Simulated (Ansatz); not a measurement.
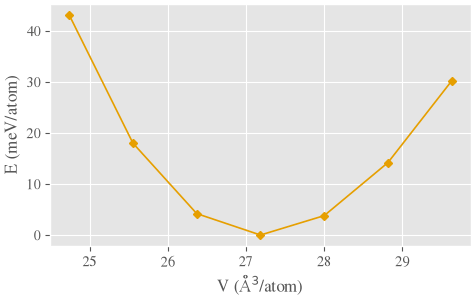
*Ge in space group Fd-3m (No. 227; Ge on 8b, Ge on 32e, Ge on 96g) under volume change, plane-wave PAW PBE (Ansatz code), shape and atoms relaxed at each volume.*

**Question.** What does a third-order Birch–Murnaghan fit give for V₀, B₀ and B′?

**Answer.** V₀ = 27.19 Å³/atom, B₀ = 52.0 GPa, B′ = 4.9.

The first step of the workflow began from a Materials Project structure, measured or hypothetical. Its sites differ from those of the usual phase in this space group: another stacking or structure type. The cell was relaxed with PBE under the symmetry of its start; its stability against distortions is not shown here.

Potentials: the earlier of the program's two PAW sets.
